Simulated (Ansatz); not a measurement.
## Geometry relaxation, with input and output: AlTiH3ClOF3 (part 1 of 2)

The run: geometry relaxation of AlTiH3ClOF3. Method and program: RHF/def2-SVP (Ansatz 0.2.0).

It belongs to a series of runs on one base structure; here: end point A relaxed. Figures and captions count atoms from 1; the log counts them from 0 in places.

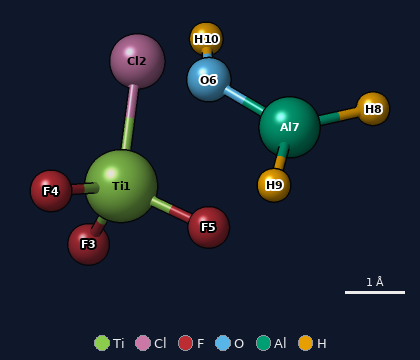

Figure 1. The structure as given in the input (ball-and-stick view, seen at a tilt; atoms are numbered from 1 in the order of the input). Sticks mark near contacts. Bond lengths as drawn: Al–H 1.58 Å, Al–O 1.71 Å, Cl–Ti 2.33 Å, F–Ti 1.71 to 1.73 Å and H–O 0.97 Å.

### Key numbers

```csv
quantity,value
outcome,converged
total energy,−52367.4155 eV
mean-field energy,−52367.4155 eV
largest force (length of the vector) at the end,0.036 eV/Å
hardware,"4 threads of Arm Neoverse V2, 24 GiB of memory available, shared host"
wall time,40 s (CPU time 2.4 min)
peak memory,0.42 GiB
```

### The input
```yaml
crystal:
  periodic: [false, false, false]
  atoms:
    - { symbol: Ti, position_ang: [0.22529, 0.205495, -0.069081] }
    - { symbol: Cl, position_ang: [0.39419, -0.293131, 2.195598] }
    - { symbol: F, position_ang: [1.800824, 0.069605, -0.7084] }
    - { symbol: F, position_ang: [-0.274202, 1.805279, -0.388595] }
    - { symbol: F, position_ang: [-0.734554, -0.944129, -0.939207] }
    - { symbol: O, position_ang: [-2.615356, -0.106944, 1.145301] }
    - { symbol: Al, position_ang: [-3.583412, -1.114372, 0.151047] }
    - { symbol: H, position_ang: [-3.765565, -2.631257, 0.544089] }
    - { symbol: H, position_ang: [-4.278994, -0.413084, -1.083134] }
    - { symbol: H, position_ang: [-2.175021, -0.315663, 1.981282] }
basis:
  gaussian: { orbitals: def2-SVP }
hamiltonian:
  xc: hf
relax:
  f_tol: 0.03
  max_steps: 50
```

Run as:
```bash
ansatz run input.yaml --threads 4 --pin off --max-ram 5120MiB --backend cpu --events-out ev --progress --plain --runs-dir out
```

### Log
```
The last accepted step is kept in [file] (removed where the run ends without a failure and the disk answers)
Engine: ansatz 0.2.0, aarch64-unknown-linux-gnu
Functional definition: HF
  exchange = exact_x
  correlation = 0
1454 factors; integrals over basis functions are off by at most 3.3e-4 eV
mean field evaluation 1: about -52355.3846 eV, gradient 7.0e1 eV
mean field evaluation 2: about -52355.5025 eV, gradient 7.0e1 eV
mean field evaluation 4: about -52365.6667 eV, gradient 7.2e0 eV
mean field evaluation 8: about -52365.8254 eV, gradient 8.3e-1 eV
mean field evaluation 16: about -52365.8281 eV, gradient 8.7e-6 eV
mean field -52365.82807108 eV, -1924.4086867791 hartree, gradient 8.7e-6 eV, S^2 0.000000; 0 other end points of the search recorded, 0 dependent functions left out
the calculation of the forces begins
reference -52365.82807108 eV, -1924.4086867791 hartree; 45, 45 occupied and 93, 93 virtual orbitals, 1454 factors
relax step   1: F+E_penalty+E_count = -52365.82807108 eV  Δ(F+E_penalty+E_count) = +0.000e0 eV  max|allowed force component| = 1.437e0 eV/Å  Δτ_max = 0.0000 Å  (44 SCF iters, accepted)
these checks for a lower state are left out or cut short: starts, cluster_reference, orbital_swaps, neighbouring_geometries, increment
1454 factors; integrals over basis functions are off by at most 3.3e-4 eV
mean field -52366.04208771 eV, -1924.4165517451 hartree, gradient 1.7e-5 eV, S^2 0.000000; 0 other end points of the search recorded, 0 dependent functions left out
[... from here on the field's lines of each further geometry are left out, up to the last ...]
relax step   2: F+E_penalty+E_count = -52366.04208771 eV  Δ(F+E_penalty+E_count) = -2.140e-1 eV  max|allowed force component| = 1.394e0 eV/Å  Δτ_max = 0.1948 Å  (41 SCF iters, accepted)
relax step   3: F+E_penalty+E_count = -52366.27538246 eV  Δ(F+E_penalty+E_count) = -2.333e-1 eV  max|allowed force component| = 1.685e0 eV/Å  Δτ_max = 0.1950 Å  (41 SCF iters, accepted)
relax step   4: F+E_penalty+E_count = -52366.52158914 eV  Δ(F+E_penalty+E_count) = -2.462e-1 eV  max|allowed force component| = 2.841e0 eV/Å  Δτ_max = 0.1939 Å  (41 SCF iters, accepted)
relax step   5: F+E_penalty+E_count = -52366.87027195 eV  Δ(F+E_penalty+E_count) = -3.487e-1 eV  max|allowed force component| = 2.160e0 eV/Å  Δτ_max = 0.1948 Å  (42 SCF iters, accepted)
relax step   6: F+E_penalty+E_count = -52367.03906458 eV  Δ(F+E_penalty+E_count) = -1.688e-1 eV  max|allowed force component| = 1.526e0 eV/Å  Δτ_max = 0.1950 Å  (49 SCF iters, accepted)
relax step   7: F+E_penalty+E_count = -52367.14351884 eV  Δ(F+E_penalty+E_count) = -1.045e-1 eV  max|allowed force component| = 9.365e-1 eV/Å  Δτ_max = 0.2000 Å  (42 SCF iters, accepted)
relax step   8: F+E_penalty+E_count = -52367.21414875 eV  Δ(F+E_penalty+E_count) = -7.063e-2 eV  max|allowed force component| = 6.493e-1 eV/Å  Δτ_max = 0.1200 Å  (42 SCF iters, accepted)
relax step   9: F+E_penalty+E_count = -52367.24751120 eV  Δ(F+E_penalty+E_count) = -3.336e-2 eV  max|allowed force component| = 1.080e-1 eV/Å  Δτ_max = 0.0435 Å  (42 SCF iters, accepted)
relax step  10: F+E_penalty+E_count = -52367.25410079 eV  Δ(F+E_penalty+E_count) = -6.590e-3 eV  max|allowed force component| = 9.896e-2 eV/Å  Δτ_max = 0.0409 Å  (43 SCF iters, accepted)
relax step  11: F+E_penalty+E_count = -52367.25794158 eV  Δ(F+E_penalty+E_count) = -3.841e-3 eV  max|allowed force component| = 1.427e-1 eV/Å  Δτ_max = 0.0430 Å  (42 SCF iters, accepted)
relax step  12: F+E_penalty+E_count = -52367.26517171 eV  Δ(F+E_penalty+E_count) = -7.230e-3 eV  max|allowed force component| = 1.767e-1 eV/Å  Δτ_max = 0.0855 Å  (41 SCF iters, accepted)
relax step  13: F+E_penalty+E_count = -52367.27202441 eV  Δ(F+E_penalty+E_count) = -6.853e-3 eV  max|allowed force component| = 2.169e-1 eV/Å  Δτ_max = 0.1250 Å  (42 SCF iters, accepted)
relax step  14: F+E_penalty+E_count = -52367.28247875 eV  Δ(F+E_penalty+E_count) = -1.045e-2 eV  max|allowed force component| = 4.993e-1 eV/Å  Δτ_max = 0.1951 Å  (41 SCF iters, accepted)
relax step  15: F+E_penalty+E_count = -52367.30399364 eV  Δ(F+E_penalty+E_count) = -2.151e-2 eV  max|allowed force component| = 5.849e-1 eV/Å  Δτ_max = 0.0860 Å  (42 SCF iters, accepted)
relax step  16: F+E_penalty+E_count = -52367.33404855 eV  Δ(F+E_penalty+E_count) = -3.005e-2 eV  max|allowed force component| = 6.567e-1 eV/Å  Δτ_max = 0.1917 Å  (42 SCF iters, accepted)
relax step  17: F+E_penalty+E_count = -52367.38130218 eV  Δ(F+E_penalty+E_count) = -4.725e-2 eV  max|allowed force component| = 4.316e-1 eV/Å  Δτ_max = 0.1999 Å  (41 SCF iters, accepted)
relax step  18: F+E_penalty+E_count = -52367.36831618 eV  Δ(F+E_penalty+E_count) = +1.299e-2 eV  max|allowed force component| = 6.681e-1 eV/Å  Δτ_max = 0.1933 Å  (48 SCF iters, rejected (line search))
relax step  19: F+E_penalty+E_count = -52367.40640025 eV  Δ(F+E_penalty+E_count) = -2.510e-2 eV  max|allowed force component| = 1.491e-1 eV/Å  Δτ_max = 0.0967 Å  (41 SCF iters, accepted)
relax step  20: F+E_penalty+E_count = -52367.41201809 eV  Δ(F+E_penalty+E_count) = -5.618e-3 eV  max|allowed force component| = 3.018e-1 eV/Å  Δτ_max = 0.0839 Å  (41 SCF iters, accepted)
relax step  21: F+E_penalty+E_count = -52367.41490712 eV  Δ(F+E_penalty+E_count) = -2.889e-3 eV  max|allowed force component| = 1.014e-1 eV/Å  Δτ_max = 0.0322 Å  (42 SCF iters, accepted)
the calculation of the forces begins
reference -52367.41551757 eV, -1924.4670243615 hartree; 45, 45 occupied and 93, 93 virtual orbitals, 1454 factors
relax step  22: F+E_penalty+E_count = -52367.41551757 eV  Δ(F+E_penalty+E_count) = -6.105e-4 eV  max|allowed force component| = 2.827e-2 eV/Å  Δτ_max = 0.0154 Å  (42 SCF iters, accepted)
1454 factors; integrals over basis functions are off by at most 5.0e-4 eV
mean field evaluation 224: about -52367.4130 eV, gradient 7.9e-1 eV
```

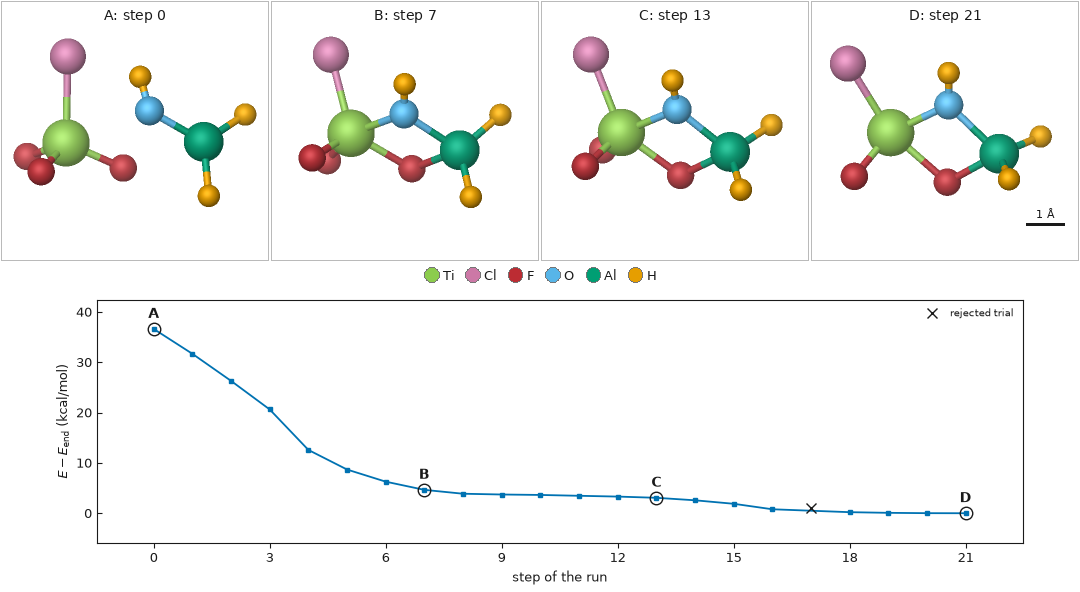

Figure 2. Frames of the relaxation (ball-and-stick view, seen at a tilt) above the curves, on which the letters mark them (the first geometry is step 0 here and step 1 in the log).

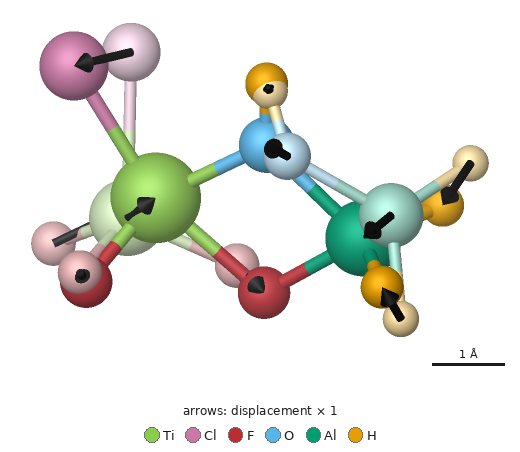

Figure 3. Start (faint) and end (solid) with the displacements as black arrows, at true length (ball-and-stick view, seen at a tilt). The two geometries are laid on each other by the best rigid fit. The atom that moves furthest after the best rigid fit is F3 (1.46 Å). By element the largest moves are F 1.46 Å, Cl 1.08 Å, H 0.95 Å, O 0.76 Å, Al 0.69 Å, Ti 0.62 Å. Among the contacts that change: F5–Al7 3.055 → 1.806 Å, Ti1–O6 3.105 → 1.946 Å, Ti1–F5 1.732 → 2.023 Å, O6–Al7 1.715 → 1.891 Å. New bonds form: F5–Al7 (3.06 → 1.81 Å), Ti1–O6 (3.11 → 1.95 Å). Among the angles that change: Cl2–Ti1–F5 112.8° → 160.7°, F4–Ti1–F5 111.5° → 89.9°, F3–Ti1–F5 105.7° → 89.8°. After 21 geometry steps the energy has fallen by 36.6 kcal/mol. The largest force component goes from 1.4 to 0.028 eV/Å. The line search rejected the trial step at point 17 (counted from 0) and went back. (Atoms are counted from 1 in the order of the input.)

```
mean field -52367.41551757 eV, -1924.4670243615 hartree, gradient 1.5e-5 eV, S^2 0.000000; 1 other end points of the search recorded, 0 dependent functions left out
the calculation of the forces begins
reference -52367.41551757 eV, -1924.4670243615 hartree; 45, 45 occupied and 93, 93 virtual orbitals, 1454 factors
Total energy: -52367.41551757 eV, -1924.4670243615 hartree
Atom 0 at    -0.283228     0.144652     0.290700 Å, force     0.022503    -0.001689    -0.028267 eV/Å
Atom 1 at     0.498466     0.747887     2.289126 Å, force     0.001363     0.001788     0.009670 eV/Å
Atom 2 at     0.916154    -0.975744    -0.187303 Å, force    -0.007195     0.003143     0.002396 eV/Å
Atom 3 at    -0.204690     1.636864    -0.539073 Å, force    -0.003007    -0.003819    -0.000961 eV/Å
Atom 4 at    -1.519595    -0.581195    -1.136352 Å, force     0.005646     0.005940     0.006135 eV/Å
Atom 5 at    -1.940055    -0.447360     1.122759 Å, force    -0.022262    -0.001770     0.004403 eV/Å
Atom 6 at    -3.024502    -1.098629    -0.282284 Å, force     0.009538    -0.002498     0.016445 eV/Å
Atom 7 at    -3.139281    -2.663552    -0.212483 Å, force    -0.002656     0.002183    -0.006613 eV/Å
Atom 8 at    -4.214015    -0.115098    -0.572202 Å, force    -0.001606    -0.001759    -0.000062 eV/Å
Atom 9 at    -2.096055    -0.386026     2.056012 Å, force    -0.002323    -0.001519    -0.003147 eV/Å
Dipole moment:    -0.373626    -0.105717     0.389758 e Å
```

### Trajectory as extended XYZ (Å, eV, eV/Å), 22 frames, from step=1 to step=22
```
10
Properties=species:S:1:pos:R:3:forces:R:3 step=1 energy=-52365.82807
Ti    0.2253    0.2055   -0.0691   -0.4111  -0.3462   1.4369
Cl    0.3942   -0.2931    2.1956    0.1197   0.3048  -1.3632
F     1.8008    0.0696   -0.7084   -0.0974   0.0074   0.0430
F    -0.2742    1.8053   -0.3886    0.0530  -0.1145   0.0358
F    -0.7346   -0.9441   -0.9392    0.0712   0.0816   0.0540
O    -2.6154   -0.1069    1.1453    0.8694  -0.2848   0.8479
Al   -3.5834   -1.1144    0.1510    0.0709   0.1138  -0.0217
H    -3.7656   -2.6313    0.5441   -0.0028   0.0590  -0.0215
H    -4.2790   -0.4131   -1.0831    0.0966  -0.0892   0.1455
H    -2.1750   -0.3157    1.9813   -0.7694   0.2680  -1.1568
10
Properties=species:S:1:pos:R:3:forces:R:3 step=2 energy=-52366.04209
Ti    0.1419    0.1819   -0.0126   -0.6068  -0.0968   0.5319
Cl    0.4437   -0.2881    2.1355    0.1731   0.0023   0.0596
F     1.7204    0.0560   -0.6467    0.0970  -0.0034  -0.1475
F    -0.3353    1.7857   -0.3370   -0.0245   0.2366  -0.0041
F    -0.7922   -0.9534   -0.9247   -0.0333  -0.3243  -0.3075
O    -2.4522   -0.1254    1.0406    0.6741  -0.0221   1.3944
Al   -3.5440   -1.1030    0.1411    0.2167  -0.0889  -0.3379
H    -3.7550   -2.6096    0.5514   -0.0409   0.0881   0.0929
H    -4.2453   -0.4123   -1.0808   -0.0164  -0.0002   0.0527
H    -2.1887   -0.2700    1.9621   -0.4389   0.2086  -1.3345
10
Properties=species:S:1:pos:R:3:forces:R:3 step=3 energy=-52366.27538
Ti   -0.0171    0.1104    0.0329   -0.4676   0.6132   0.4375
Cl    0.4662   -0.3284    2.1271    0.2229  -0.2077   0.6750
F     1.5757    0.0619   -0.5902    0.0103  -0.0123  -0.2612
F    -0.5064    1.7169   -0.2735    0.0733   0.2437  -0.0961
F    -0.8509   -1.0335   -0.9784   -0.5044  -0.6280  -0.3758
O    -2.3009   -0.0802    0.9971    1.0123  -0.1356   1.6849
Al   -3.3707   -1.0722    0.0716   -0.3624  -0.3161  -0.3670
H    -3.6848   -2.5378    0.5768    0.1504   0.1594   0.0117
H    -4.1550   -0.3757   -1.0920    0.1227   0.0037  -0.0407
H    -2.1630   -0.1998    1.9574   -0.2575   0.2797  -1.6683
10
Properties=species:S:1:pos:R:3:forces:R:3 step=4 energy=-52366.52159
Ti   -0.1730    0.0894    0.1057    0.3147   0.7239   0.1409
Cl    0.4935   -0.3609    2.1723    0.1538  -0.1107   0.5549
F     1.4091    0.0384   -0.5699   -0.0465  -0.0713  -0.2648
F    -0.6117    1.7086   -0.2413    0.1742   0.2085  -0.0871
F    -0.9773   -1.0835   -0.9476   -0.6286  -0.6275  -0.5047
O    -2.1207   -0.0918    0.9266    0.1343   0.0178   2.8406
Al   -3.2520   -1.0520    0.0129   -0.3424  -0.7412  -0.8097
H    -3.6153   -2.4872    0.5868    0.1849   0.2886  -0.0027
H    -4.0663   -0.3487   -1.1266    0.1356   0.0401   0.0404
H    -2.0932   -0.1506    1.9100   -0.0800   0.2718  -1.9078
10
Properties=species:S:1:pos:R:3:forces:R:3 step=5 energy=-52366.87027
Ti   -0.2291    0.0928    0.1371    0.7339   0.9232   0.4386
Cl    0.5252   -0.3722    2.2063    0.0443   0.0827  -0.2165
F     1.2907   -0.0457   -0.6857   -0.5140  -0.1484   0.1150
F    -0.5834    1.7386   -0.2127    0.2156  -0.3017   0.0828
F    -1.1657   -1.0778   -0.8986   -0.7734  -0.4936  -0.2869
O    -2.1127   -0.0706    0.9944   -0.2475  -0.0007   2.1600
Al   -3.1210   -1.0812   -0.0658    0.2697  -0.3983  -0.7012
H    -3.4861   -2.4784    0.5651    0.0925   0.0768  -0.0427
H    -3.9344   -0.3421   -1.1788   -0.0031   0.0209   0.0209
H    -2.1903   -0.1017    1.9677    0.1821   0.2391  -1.5699
```
